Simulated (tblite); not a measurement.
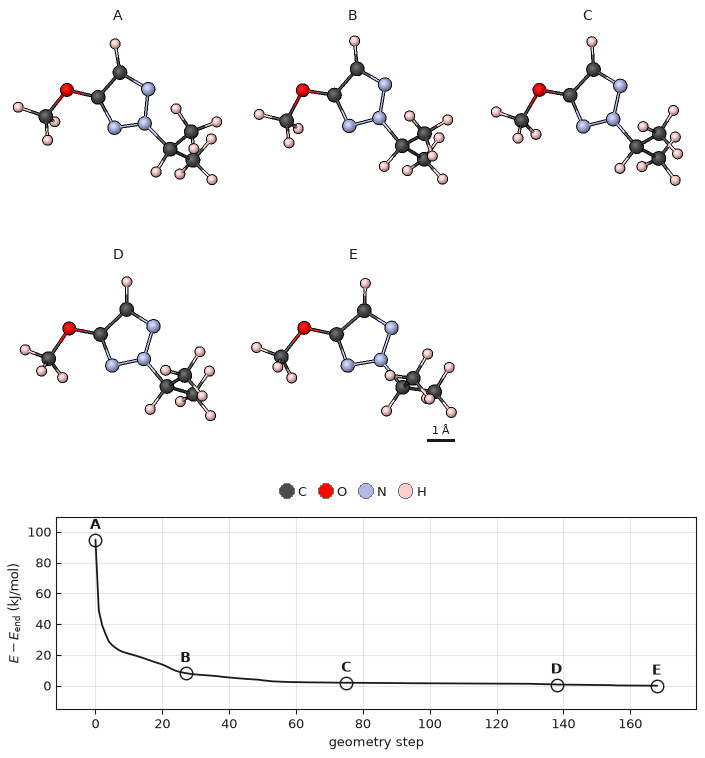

Frames of a relaxation of C6H11N3O, marked on the history of the run. The picture is a ball-and-stick view, seen at a tilt.

Computed with GFN2-xTB geometry optimisation, gas phase in tblite. 

What happens along the run?

The atom that moves furthest after the best rigid fit is an H atom (1.40 Å). Largest moves by element: H 1.40 Å, N 0.73 Å, C 0.72 Å, O 0.10 Å. Some distances before and after: C–H 1.138 → 1.087 Å, C–C 1.485 → 1.526 Å, C–H 1.107 → 1.068 Å, C–N 1.357 → 1.323 Å. Bond angles that change, for instance: N–N–N 106.6° → 114.9°, C–N–N 112.3° → 104.3°, C–N–N 129.8° → 122.1°. Groups turn about C–C by about 45°, C–N by about 40°, C–O by about 25°. Over 168 geometry steps the energy falls by 94.7 kJ/mol. From step 0 to 27: an H atom moves most (0.46 Å), energy −86.5 kJ/mol. From step 27 to 75: H atoms move most (0.51 Å), energy −6.23 kJ/mol. From step 75 to 138: an H atom moves most (0.42 Å), energy −1.15 kJ/mol. From step 138 to 168: H atoms move most (0.46 Å), energy −0.75 kJ/mol.

```
step  E − E(0), kJ/mol
   0              0.00
   1            -45.89
   2            -55.37
   3            -61.03
   4            -65.99
   5            -68.38
   6            -70.08
   7            -71.52
   8            -72.57
   9            -73.27
  10            -73.87
  18            -79.51
  27            -86.53
  35            -88.20
  43            -89.92
  52            -91.70
  60            -92.40
  68            -92.62
  77            -92.78
  85            -92.89
  93            -93.06
 101            -93.14
 110            -93.26
 118            -93.33
 126            -93.36
 135            -93.80
 143            -94.09
 151            -94.22
 160            -94.62
 168            -94.66
```
